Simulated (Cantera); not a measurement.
Charge: 1 mol toluene, 0.55 mol H2, equilibrated at 1.00 bar.

Method: chemical equilibrium by Gibbs-energy minimisation in Cantera with the NASA 1993 tables (ideal gas, pure condensed phases). Candidate condensed phases: C, C6H6, C7H8, C8H18; 76 gas species. Rates play no part.

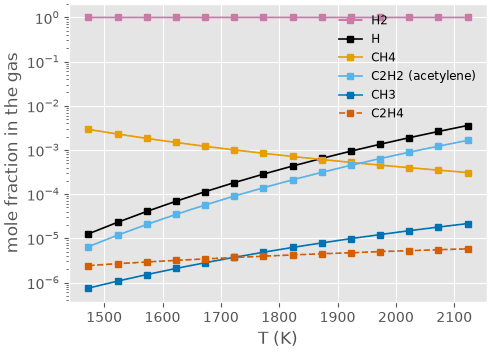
Figure: Equilibrium gas composition (values under 1e-9 drawn at 1e-9)

Problem. Read off the mole fractions at 1873 K.

Solution. H2 about 1.00, H about 0.00064, CH4 about 0.00061, C2H2 (acetylene) about 0.00031, CH3 about 7.9e-6, C2H4 about 4.5e-6.
